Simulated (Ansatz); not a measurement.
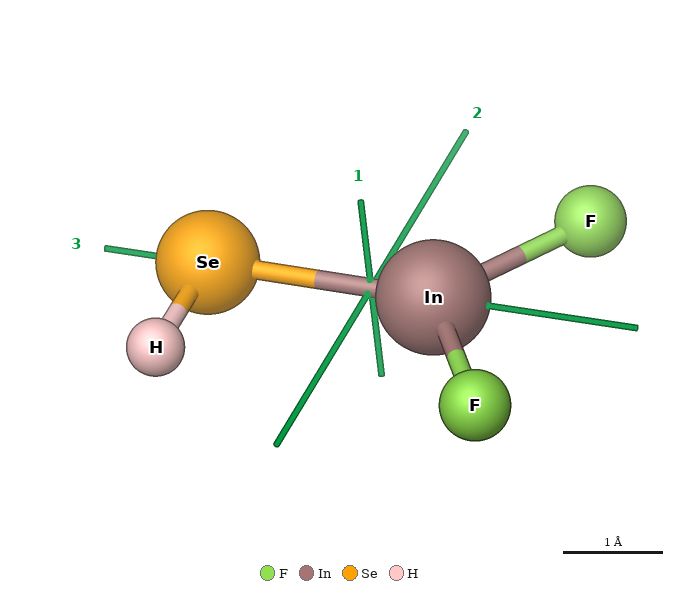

The three principal axes of inertia are drawn and numbered. Atoms fade into the background with distance from the viewer. Computed geometry: PBE0-D4/def2-TZVP optimisation. Masses are those of the most abundant isotopes; constants are for the rigid equilibrium geometry.

### Which line is the a axis (least moment of inertia), which b and which c?

a is line 3, b is line 2, c is line 1; the moments are 99.1, 428, 527 u Å².

### Classify the rotor and give the rotational constants (GHz).

An asymmetric top (Cs): A = 5.10, B = 1.18, C = 0.958 GHz. Ray's parameter κ is −0.89, close to the prolate limit.
